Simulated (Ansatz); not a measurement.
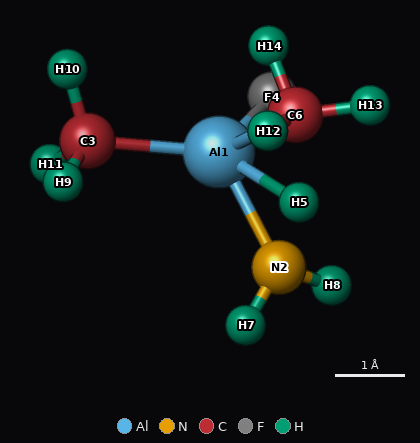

Figure 1. The starting structure (ball-and-stick view, seen at a tilt; atoms are numbered from 1 in the order of the input). Sticks mark near contacts. Bond lengths as drawn: Al–C 1.94 to 2.18 Å, Al–F 1.70 Å, Al–H 1.82 Å, Al–N 1.92 Å, C–H 1.10 to 1.11 Å and H–N 1.02 Å.

Run report: C2H9AlFN, molecular dynamics (part 1 of 3)

- system: C2H9AlFN
- method: RKS CAM-B3LYP-D4/cc-pVDZ (Ansatz 0.2.0)

It belongs to a series of runs on one base structure; here: dynamics from the highest image of the converged band. Figures and captions count atoms from 1; the log counts them from 0 in places.

## Output
```
Engine: ansatz 0.2.0, aarch64-unknown-linux-gnu
Functional definition: CAM-B3LYP
  parameter alpha = 0.19
  parameter beta = 0.46
  parameter omega = 0.33/bohr
  parameter ac = 0.81
  exchange = (1 - alpha - beta)*b88_x + beta*b88_x_sr(omega) + alpha*exact_x + beta*exact_x_lr(omega)
  correlation = (1 - ac)*vwn5_c + ac*lyp_c
1272 factors; integrals over basis functions are off by at most 3.5e-4 eV
447 factors; integrals over basis functions are off by at most 5.1e-7 eV
mean field evaluation 1: about -13014.2564 eV, gradient 7.0e1 eV
mean field evaluation 2: about -13014.4633 eV, gradient 7.1e1 eV
mean field evaluation 4: about -13024.0837 eV, gradient 1.8e0 eV
mean field evaluation 8: about -13024.1155 eV, gradient 1.8e-1 eV
mean field evaluation 16: about -13024.1155 eV, gradient 2.7e-5 eV
mean field -13024.11554998 eV, -478.6274183993 hartree, gradient 2.7e-5 eV, S^2 0.000000; 0 other end points of the search recorded, 0 dependent functions left out
the calculation of the forces begins
reference -13024.11568612 eV, -478.6274234023 hartree; 25, 25 occupied and 94, 94 virtual orbitals, 1272 factors
md step     0: t =     0.00 fs  T =   100.0 K  F+E_penalty+E_count = -13024.32796285 eV  E_kin = 0.155112 eV  conserved = -13024.17285085 eV  (26 SCF iters)
these checks for a lower state are left out or cut short: starts, cluster_reference, orbital_swaps, neighbouring_geometries, increment
1272 factors; integrals over basis functions are off by at most 3.6e-4 eV
447 factors; integrals over basis functions are off by at most 5.1e-7 eV
mean field -13024.11234788 eV, -478.6273007241 hartree, gradient 9.6e-6 eV, S^2 0.000000; 0 other end points of the search recorded, 0 dependent functions left out
the calculation of the forces begins
reference -13024.11248398 eV, -478.6273057259 hartree; 25, 25 occupied and 94, 94 virtual orbitals, 1272 factors
md step     1: t =     0.50 fs  T =    98.0 K  F+E_penalty+E_count = -13024.32485948 eV  E_kin = 0.152070 eV  conserved = -13024.17278945 eV  (31 SCF iters)
[... from here on the SCF iterations and repeated set-up lines of each step are left out, up to the last step ...]
md step     2: t =     1.00 fs  T =    92.5 K  F+E_penalty+E_count = -13024.31610726 eV  E_kin = 0.143490 eV  conserved = -13024.17261774 eV  (24 SCF iters)
md step     3: t =     1.50 fs  T =    85.1 K  F+E_penalty+E_count = -13024.30439416 eV  E_kin = 0.131993 eV  conserved = -13024.17240091 eV  (24 SCF iters)
md step     4: t =     2.00 fs  T =    77.9 K  F+E_penalty+E_count = -13024.29310508 eV  E_kin = 0.120882 eV  conserved = -13024.17222277 eV  (24 SCF iters)
md step     5: t =     2.50 fs  T =    72.8 K  F+E_penalty+E_count = -13024.28501924 eV  E_kin = 0.112869 eV  conserved = -13024.17214977 eV  (24 SCF iters)
md step     6: t =     3.00 fs  T =    70.3 K  F+E_penalty+E_count = -13024.28128720 eV  E_kin = 0.109088 eV  conserved = -13024.17219969 eV  (24 SCF iters)
md step     7: t =     3.50 fs  T =    70.1 K  F+E_penalty+E_count = -13024.28114721 eV  E_kin = 0.108810 eV  conserved = -13024.17233759 eV  (23 SCF iters)
md step     8: t =     4.00 fs  T =    70.9 K  F+E_penalty+E_count = -13024.28245636 eV  E_kin = 0.109959 eV  conserved = -13024.17249712 eV  (23 SCF iters)
md step     9: t =     4.50 fs  T =    71.0 K  F+E_penalty+E_count = -13024.28271663 eV  E_kin = 0.110104 eV  conserved = -13024.17261276 eV  (24 SCF iters)
md step    10: t =     5.00 fs  T =    69.3 K  F+E_penalty+E_count = -13024.28010350 eV  E_kin = 0.107459 eV  conserved = -13024.17264417 eV  (25 SCF iters)
md step    11: t =     5.50 fs  T =    65.5 K  F+E_penalty+E_count = -13024.27411108 eV  E_kin = 0.101526 eV  conserved = -13024.17258554 eV  (24 SCF iters)
md step    12: t =     6.00 fs  T =    60.1 K  F+E_penalty+E_count = -13024.26565714 eV  E_kin = 0.093196 eV  conserved = -13024.17246099 eV  (24 SCF iters)
md step    13: t =     6.50 fs  T =    54.4 K  F+E_penalty+E_count = -13024.25669982 eV  E_kin = 0.084384 eV  conserved = -13024.17231544 eV  (25 SCF iters)
md step    14: t =     7.00 fs  T =    49.9 K  F+E_penalty+E_count = -13024.24952848 eV  E_kin = 0.077329 eV  conserved = -13024.17219949 eV  (24 SCF iters)
md step    15: t =     7.50 fs  T =    47.6 K  F+E_penalty+E_count = -13024.24596104 eV  E_kin = 0.073806 eV  conserved = -13024.17215464 eV  (24 SCF iters)
md step    16: t =     8.00 fs  T =    48.0 K  F+E_penalty+E_count = -13024.24669591 eV  E_kin = 0.074498 eV  conserved = -13024.17219836 eV  (23 SCF iters)
md step    17: t =     8.50 fs  T =    50.8 K  F+E_penalty+E_count = -13024.25104695 eV  E_kin = 0.078731 eV  conserved = -13024.17231565 eV  (23 SCF iters)
md step    18: t =     9.00 fs  T =    54.6 K  F+E_penalty+E_count = -13024.25718820 eV  E_kin = 0.084726 eV  conserved = -13024.17246199 eV  (23 SCF iters)
md step    19: t =     9.50 fs  T =    58.2 K  F+E_penalty+E_count = -13024.26285277 eV  E_kin = 0.090273 eV  conserved = -13024.17257993 eV  (24 SCF iters)
md step    20: t =    10.00 fs  T =    60.3 K  F+E_penalty+E_count = -13024.26621794 eV  E_kin = 0.093593 eV  conserved = -13024.17262538 eV  (25 SCF iters)
md step    21: t =    10.50 fs  T =    60.6 K  F+E_penalty+E_count = -13024.26657612 eV  E_kin = 0.093987 eV  conserved = -13024.17258959 eV  (27 SCF iters)
md step    22: t =    11.00 fs  T =    59.3 K  F+E_penalty+E_count = -13024.26446437 eV  E_kin = 0.091962 eV  conserved = -13024.17250272 eV  (24 SCF iters)
md step    23: t =    11.50 fs  T =    57.2 K  F+E_penalty+E_count = -13024.26120697 eV  E_kin = 0.088793 eV  conserved = -13024.17241421 eV  (23 SCF iters)
md step    24: t =    12.00 fs  T =    55.3 K  F+E_penalty+E_count = -13024.25816682 eV  E_kin = 0.085804 eV  conserved = -13024.17236305 eV  (24 SCF iters)
md step    25: t =    12.50 fs  T =    54.0 K  F+E_penalty+E_count = -13024.25614954 eV  E_kin = 0.083791 eV  conserved = -13024.17235817 eV  (23 SCF iters)
md step    26: t =    13.00 fs  T =    53.4 K  F+E_penalty+E_count = -13024.25525155 eV  E_kin = 0.082870 eV  conserved = -13024.17238170 eV  (23 SCF iters)
md step    27: t =    13.50 fs  T =    53.3 K  F+E_penalty+E_count = -13024.25511756 eV  E_kin = 0.082710 eV  conserved = -13024.17240731 eV  (24 SCF iters)
md step    28: t =    14.00 fs  T =    53.5 K  F+E_penalty+E_count = -13024.25534364 eV  E_kin = 0.082926 eV  conserved = -13024.17241716 eV  (24 SCF iters)
md step    29: t =    14.50 fs  T =    53.7 K  F+E_penalty+E_count = -13024.25575944 eV  E_kin = 0.083350 eV  conserved = -13024.17240912 eV  (24 SCF iters)
md step    30: t =    15.00 fs  T =    54.2 K  F+E_penalty+E_count = -13024.25646962 eV  E_kin = 0.084076 eV  conserved = -13024.17239378 eV  (25 SCF iters)
md step    31: t =    15.50 fs  T =    55.0 K  F+E_penalty+E_count = -13024.25769488 eV  E_kin = 0.085309 eV  conserved = -13024.17238607 eV  (25 SCF iters)
md step    32: t =    16.00 fs  T =    56.2 K  F+E_penalty+E_count = -13024.25954624 eV  E_kin = 0.087151 eV  conserved = -13024.17239521 eV  (24 SCF iters)
md step    33: t =    16.50 fs  T =    57.7 K  F+E_penalty+E_count = -13024.26188559 eV  E_kin = 0.089467 eV  conserved = -13024.17241819 eV  (24 SCF iters)
md step    34: t =    17.00 fs  T =    59.3 K  F+E_penalty+E_count = -13024.26437267 eV  E_kin = 0.091933 eV  conserved = -13024.17243987 eV  (25 SCF iters)
md step    35: t =    17.50 fs  T =    60.8 K  F+E_penalty+E_count = -13024.26669659 eV  E_kin = 0.094256 eV  conserved = -13024.17244028 eV  (24 SCF iters)
md step    36: t =    18.00 fs  T =    62.2 K  F+E_penalty+E_count = -13024.26888220 eV  E_kin = 0.096477 eV  conserved = -13024.17240514 eV  (24 SCF iters)
md step    37: t =    18.50 fs  T =    63.9 K  F+E_penalty+E_count = -13024.27150754 eV  E_kin = 0.099172 eV  conserved = -13024.17233533 eV  (24 SCF iters)
md step    38: t =    19.00 fs  T =    66.7 K  F+E_penalty+E_count = -13024.27569153 eV  E_kin = 0.103443 eV  conserved = -13024.17224864 eV  (30 SCF iters)
md step    39: t =    19.50 fs  T =    71.3 K  F+E_penalty+E_count = -13024.28280791 eV  E_kin = 0.110631 eV  conserved = -13024.17217707 eV  (30 SCF iters)
md step    40: t =    20.00 fs  T =    78.5 K  F+E_penalty+E_count = -13024.29398863 eV  E_kin = 0.121834 eV  conserved = -13024.17215463 eV  (31 SCF iters)
md step    41: t =    20.50 fs  T =    88.6 K  F+E_penalty+E_count = -13024.30960126 eV  E_kin = 0.137400 eV  conserved = -13024.17220157 eV  (31 SCF iters)
md step    42: t =    21.00 fs  T =   101.0 K  F+E_penalty+E_count = -13024.32894838 eV  E_kin = 0.156638 eV  conserved = -13024.17231066 eV  (31 SCF iters)
md step    43: t =    21.50 fs  T =   114.7 K  F+E_penalty+E_count = -13024.35039624 eV  E_kin = 0.177951 eV  conserved = -13024.17244534 eV  (28 SCF iters)
md step    44: t =    22.00 fs  T =   128.5 K  F+E_penalty+E_count = -13024.37194540 eV  E_kin = 0.199388 eV  conserved = -13024.17255714 eV  (31 SCF iters)
md step    45: t =    22.50 fs  T =   141.4 K  F+E_penalty+E_count = -13024.39198720 eV  E_kin = 0.219376 eV  conserved = -13024.17261125 eV  (31 SCF iters)
md step    46: t =    23.00 fs  T =   153.0 K  F+E_penalty+E_count = -13024.40985649 eV  E_kin = 0.237252 eV  conserved = -13024.17260453 eV  (31 SCF iters)
md step    47: t =    23.50 fs  T =   163.3 K  F+E_penalty+E_count = -13024.42590200 eV  E_kin = 0.253338 eV  conserved = -13024.17256446 eV  (31 SCF iters)
md step    48: t =    24.00 fs  T =   173.1 K  F+E_penalty+E_count = -13024.44107832 eV  E_kin = 0.268547 eV  conserved = -13024.17253121 eV  (31 SCF iters)
md step    49: t =    24.50 fs  T =   183.0 K  F+E_penalty+E_count = -13024.45632457 eV  E_kin = 0.283791 eV  conserved = -13024.17253394 eV  (31 SCF iters)
md step    50: t =    25.00 fs  T =   193.1 K  F+E_penalty+E_count = -13024.47209012 eV  E_kin = 0.299517 eV  conserved = -13024.17257347 eV  (30 SCF iters)
md step    51: t =    25.50 fs  T =   203.5 K  F+E_penalty+E_count = -13024.48826956 eV  E_kin = 0.315647 eV  conserved = -13024.17262210 eV  (31 SCF iters)
md step    52: t =    26.00 fs  T =   214.0 K  F+E_penalty+E_count = -13024.50455962 eV  E_kin = 0.331917 eV  conserved = -13024.17264305 eV  (31 SCF iters)
md step    53: t =    26.50 fs  T =   224.6 K  F+E_penalty+E_count = -13024.52096678 eV  E_kin = 0.348350 eV  conserved = -13024.17261718 eV  (31 SCF iters)
md step    54: t =    27.00 fs  T =   235.6 K  F+E_penalty+E_count = -13024.53807014 eV  E_kin = 0.365510 eV  conserved = -13024.17256005 eV  (30 SCF iters)
md step    55: t =    27.50 fs  T =   247.8 K  F+E_penalty+E_count = -13024.55680887 eV  E_kin = 0.384300 eV  conserved = -13024.17250863 eV  (31 SCF iters)
md step    56: t =    28.00 fs  T =   261.4 K  F+E_penalty+E_count = -13024.57797324 eV  E_kin = 0.405483 eV  conserved = -13024.17248984 eV  (30 SCF iters)
md step    57: t =    28.50 fs  T =   276.8 K  F+E_penalty+E_count = -13024.60183279 eV  E_kin = 0.429331 eV  conserved = -13024.17250218 eV  (31 SCF iters)
md step    58: t =    29.00 fs  T =   293.7 K  F+E_penalty+E_count = -13024.62814495 eV  E_kin = 0.455614 eV  conserved = -13024.17253121 eV  (31 SCF iters)
md step    59: t =    29.50 fs  T =   311.9 K  F+E_penalty+E_count = -13024.65634304 eV  E_kin = 0.483768 eV  conserved = -13024.17257532 eV  (31 SCF iters)
md step    60: t =    30.00 fs  T =   330.7 K  F+E_penalty+E_count = -13024.68556538 eV  E_kin = 0.512919 eV  conserved = -13024.17264648 eV  (30 SCF iters)
md step    61: t =    30.50 fs  T =   349.3 K  F+E_penalty+E_count = -13024.71452365 eV  E_kin = 0.541780 eV  conserved = -13024.17274415 eV  (31 SCF iters, 3 dispersion substeps)
md step    62: t =    31.00 fs  T =   366.7 K  F+E_penalty+E_count = -13024.74156687 eV  E_kin = 0.568731 eV  conserved = -13024.17283592 eV  (27 SCF iters, 3 dispersion substeps)
md step    63: t =    31.50 fs  T =   381.9 K  F+E_penalty+E_count = -13024.76520771 eV  E_kin = 0.592340 eV  conserved = -13024.17286724 eV  (30 SCF iters, 3 dispersion substeps)
md step    64: t =    32.00 fs  T =   394.7 K  F+E_penalty+E_count = -13024.78494991 eV  E_kin = 0.612154 eV  conserved = -13024.17279569 eV  (31 SCF iters, 3 dispersion substeps)
md step    65: t =    32.50 fs  T =   405.7 K  F+E_penalty+E_count = -13024.80192194 eV  E_kin = 0.629302 eV  conserved = -13024.17261973 eV  (30 SCF iters, 3 dispersion substeps)
md step    66: t =    33.00 fs  T =   416.8 K  F+E_penalty+E_count = -13024.81888197 eV  E_kin = 0.646496 eV  conserved = -13024.17238572 eV  (31 SCF iters, 3 dispersion substeps)
md step    67: t =    33.50 fs  T =   430.2 K  F+E_penalty+E_count = -13024.83948626 eV  E_kin = 0.667314 eV  conserved = -13024.17217208 eV  (31 SCF iters, 3 dispersion substeps)
md step    68: t =    34.00 fs  T =   448.1 K  F+E_penalty+E_count = -13024.86706528 eV  E_kin = 0.695005 eV  conserved = -13024.17206038 eV  (30 SCF iters, 3 dispersion substeps)
md step    69: t =    34.50 fs  T =   471.4 K  F+E_penalty+E_count = -13024.90335352 eV  E_kin = 0.731247 eV  conserved = -13024.17210628 eV  (31 SCF iters, 3 dispersion substeps)
md step    70: t =    35.00 fs  T =   499.8 K  F+E_penalty+E_count = -13024.94762778 eV  E_kin = 0.775308 eV  conserved = -13024.17231951 eV  (30 SCF iters, 3 dispersion substeps)
md step    71: t =    35.50 fs  T =   531.2 K  F+E_penalty+E_count = -13024.99657022 eV  E_kin = 0.823913 eV  conserved = -13024.17265760 eV  (30 SCF iters, 3 dispersion substeps)
md step    72: t =    36.00 fs  T =   562.1 K  F+E_penalty+E_count = -13025.04496035 eV  E_kin = 0.871929 eV  conserved = -13024.17303126 eV  (31 SCF iters, 3 dispersion substeps)
md step    73: t =    36.50 fs  T =   589.1 K  F+E_penalty+E_count = -13025.08709009 eV  E_kin = 0.913766 eV  conserved = -13024.17332384 eV  (30 SCF iters, 3 dispersion substeps)
md step    74: t =    37.00 fs  T =   609.3 K  F+E_penalty+E_count = -13025.11858297 eV  E_kin = 0.945158 eV  conserved = -13024.17342450 eV  (31 SCF iters, 3 dispersion substeps)
md step    75: t =    37.50 fs  T =   622.0 K  F+E_penalty+E_count = -13025.13807670 eV  E_kin = 0.964801 eV  conserved = -13024.17327579 eV  (31 SCF iters, 3 dispersion substeps)
md step    76: t =    38.00 fs  T =   628.7 K  F+E_penalty+E_count = -13025.14803857 eV  E_kin = 0.975120 eV  conserved = -13024.17291899 eV  (31 SCF iters, 3 dispersion substeps)
md step    77: t =    38.50 fs  T =   632.8 K  F+E_penalty+E_count = -13025.15406189 eV  E_kin = 0.981561 eV  conserved = -13024.17250101 eV  (31 SCF iters, 3 dispersion substeps)
md step    78: t =    39.00 fs  T =   638.5 K  F+E_penalty+E_count = -13025.16259723 eV  E_kin = 0.990384 eV  conserved = -13024.17221303 eV  (31 SCF iters, 3 dispersion substeps)
md step    79: t =    39.50 fs  T =   648.5 K  F+E_penalty+E_count = -13025.17806635 eV  E_kin = 1.005883 eV  conserved = -13024.17218342 eV  (31 SCF iters, 3 dispersion substeps)
md step    80: t =    40.00 fs  T =   663.1 K  F+E_penalty+E_count = -13025.20093268 eV  E_kin = 1.028529 eV  conserved = -13024.17240362 eV  (27 SCF iters, 3 dispersion substeps)
md step    81: t =    40.50 fs  T =   680.2 K  F+E_penalty+E_count = -13025.22781115 eV  E_kin = 1.055064 eV  conserved = -13024.17274680 eV  (31 SCF iters, 3 dispersion substeps)
md step    82: t =    41.00 fs  T =   696.5 K  F+E_penalty+E_count = -13025.25336311 eV  E_kin = 1.080308 eV  conserved = -13024.17305463 eV  (31 SCF iters, 3 dispersion substeps)
md step    83: t =    41.50 fs  T =   708.8 K  F+E_penalty+E_count = -13025.27271642 eV  E_kin = 1.099499 eV  conserved = -13024.17321769 eV  (30 SCF iters, 3 dispersion substeps)
md step    84: t =    42.00 fs  T =   715.6 K  F+E_penalty+E_count = -13025.28320446 eV  E_kin = 1.110002 eV  conserved = -13024.17320268 eV  (31 SCF iters, 3 dispersion substeps)
md step    85: t =    42.50 fs  T =   716.8 K  F+E_penalty+E_count = -13025.28494917 eV  E_kin = 1.111910 eV  conserved = -13024.17303966 eV  (31 SCF iters, 3 dispersion substeps)
md step    86: t =    43.00 fs  T =   714.1 K  F+E_penalty+E_count = -13025.28043468 eV  E_kin = 1.107638 eV  conserved = -13024.17279628 eV  (30 SCF iters, 3 dispersion substeps)
md step    87: t =    43.50 fs  T =   709.7 K  F+E_penalty+E_count = -13025.27345792 eV  E_kin = 1.100905 eV  conserved = -13024.17255294 eV  (30 SCF iters, 3 dispersion substeps)
md step    88: t =    44.00 fs  T =   706.3 K  F+E_penalty+E_count = -13025.26785973 eV  E_kin = 1.095480 eV  conserved = -13024.17237994 eV  (30 SCF iters, 3 dispersion substeps)
md step    89: t =    44.50 fs  T =   705.4 K  F+E_penalty+E_count = -13025.26640585 eV  E_kin = 1.094086 eV  conserved = -13024.17231993 eV  (31 SCF iters, 3 dispersion substeps)
md step    90: t =    45.00 fs  T =   707.7 K  F+E_penalty+E_count = -13025.27010845 eV  E_kin = 1.097731 eV  conserved = -13024.17237776 eV  (30 SCF iters, 3 dispersion substeps)
md step    91: t =    45.50 fs  T =   712.8 K  F+E_penalty+E_count = -13025.27814261 eV  E_kin = 1.105620 eV  conserved = -13024.17252292 eV  (30 SCF iters, 3 dispersion substeps)
md step    92: t =    46.00 fs  T =   719.2 K  F+E_penalty+E_count = -13025.28832691 eV  E_kin = 1.115626 eV  conserved = -13024.17270074 eV  (30 SCF iters, 3 dispersion substeps)
md step    93: t =    46.50 fs  T =   725.4 K  F+E_penalty+E_count = -13025.29798374 eV  E_kin = 1.125134 eV  conserved = -13024.17284985 eV  (30 SCF iters, 3 dispersion substeps)
md step    94: t =    47.00 fs  T =   729.8 K  F+E_penalty+E_count = -13025.30490210 eV  E_kin = 1.131982 eV  conserved = -13024.17291992 eV  (30 SCF iters, 3 dispersion substeps)
md step    95: t =    47.50 fs  T =   731.9 K  F+E_penalty+E_count = -13025.30811463 eV  E_kin = 1.135228 eV  conserved = -13024.17288669 eV  (30 SCF iters, 3 dispersion substeps)
md step    96: t =    48.00 fs  T =   732.0 K  F+E_penalty+E_count = -13025.30825136 eV  E_kin = 1.135490 eV  conserved = -13024.17276118 eV  (30 SCF iters, 3 dispersion substeps)
md step    97: t =    48.50 fs  T =   731.6 K  F+E_penalty+E_count = -13025.30733021 eV  E_kin = 1.134739 eV  conserved = -13024.17259110 eV  (31 SCF iters, 3 dispersion substeps)
```
